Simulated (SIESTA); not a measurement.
Convergence study of shifted k-point meshes for Se (C2, 3 atoms in the cell)

```xyz
3
Lattice="2.1916 -3.7959 0.0000 2.1916 3.7959 0.0000 0.0000 0.0000 4.9649" Properties=species:S:1:pos:R:3 pbc="T T T"
Se     0.4931     0.8541     3.3099
Se     3.4469     0.0000     0.0000
Se     0.4931    -0.8541     1.6549
```

Computed with SIESTA 5.4.2 with LDA PW92, numerical atomic orbitals TZP, PseudoDojo LDA standard norm-conserving potentials (rewritten from UPF to PSML).

Base settings: XC.functional = LDA; XC.authors = PW92; potentials = PseudoDojo LDA standard; PAO.BasisSize = TZP; PAO.EnergyShift = 0.01 Ry; MeshCutoff = 300 Ry; kgrid.MonkhorstPack = 3 3 2; OccupationFunction = FD; ElectronicTemperature = 10 meV; MaxSCFIterations = 150.

Only quantities that move along the ladder and can be compared are tabulated.

Core times come from one kind of shared machine, to one figure; runs under 30 s give none.

The starting cell has typed, rounded lattice constants, without a prior relaxation at this level. Its lattice was rescaled by up to half a per cent. One atom was moved a little off its site on purpose. Values carry the incompleteness of an atom-centred basis. In the base run, with a pressure of about 5 GPa the cell is away from its equilibrium volume at this level. In the base run, forces exceed 1 eV/Å.

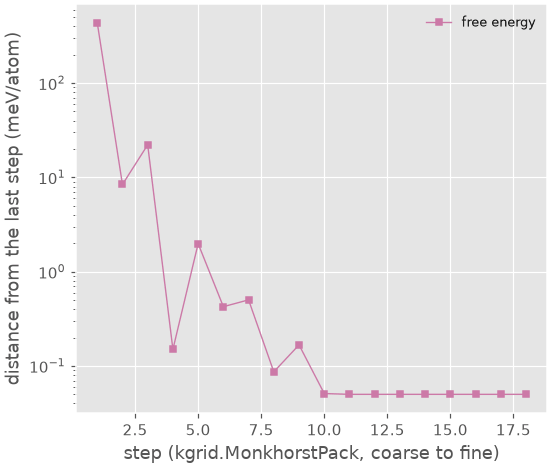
Fig. 1. Distance from the last step along the ladder; very small values are drawn at a floor.

```tsv
kgrid.MonkhorstPack	free energy less the last step's (meV/atom)	pressure (GPa)	largest difference of a force vector from the last step's (eV/Å)	core time / last (rough)
2 2 1 shifted by 0.5 0.5 0.5	437.37	7.46	1.994	–
2 2 2 shifted by 0.5 0.5 0.5	-8.41	4.27	0.396	–
3 3 2 shifted by 0.5 0.5 0.5	-22.15	4.09	0.214	–
3 3 3 shifted by 0.5 0.5 0.5	-0.15	4.21	0.044	–
4 4 3 shifted by 0.5 0.5 0.5	1.98	4.24	0.031	–
5 5 4 shifted by 0.5 0.5 0.5	-0.43	4.24	0.004	–
6 6 4 shifted by 0.5 0.5 0.5	-0.50	4.24	0.001	–
6 6 5 shifted by 0.5 0.5 0.5	0.09	4.24	0.002	–
7 7 5 shifted by 0.5 0.5 0.5	0.17	4.24	0.001	–
8 8 6 shifted by 0.5 0.5 0.5	-0.05	4.24	0.001	–
8 8 7 shifted by 0.5 0.5 0.5	0.00	4.24	0.000	–
9 9 7 shifted by 0.5 0.5 0.5	0.01	4.24	0.000	–
10 10 8 shifted by 0.5 0.5 0.5	0.00	4.24	0.000	0.2
11 11 9 shifted by 0.5 0.5 0.5	0.00	4.24	0.000	0.3
13 13 10 shifted by 0.5 0.5 0.5	0.00	4.24	0.000	0.4
14 14 11 shifted by 0.5 0.5 0.5	0.00	4.24	0.000	0.4
15 15 12 shifted by 0.5 0.5 0.5	0.00	4.24	0.000	0.5
17 17 13 shifted by 0.5 0.5 0.5	0.00	4.24	0.000	0.6
19 19 14 shifted by 0.5 0.5 0.5	0.00	4.24	0.000	1
```

Coarsest kgrid.MonkhorstPack that holds the forces within 0.02 eV/Å of the last step, with all finer ones: 5 5 4 shifted by 0.5 0.5 0.5; the step before is off by 0.031 eV/Å.

Coarsest kgrid.MonkhorstPack that holds the free energy within 5 meV/atom of the last step, with all finer ones: 3 3 3 shifted by 0.5 0.5 0.5; the step before is off by 22 meV/atom.

Coarsest kgrid.MonkhorstPack that holds the pressure within 0.5 GPa of the last step, with all finer ones: 2 2 2 shifted by 0.5 0.5 0.5; the step before is off by 3.2 GPa.
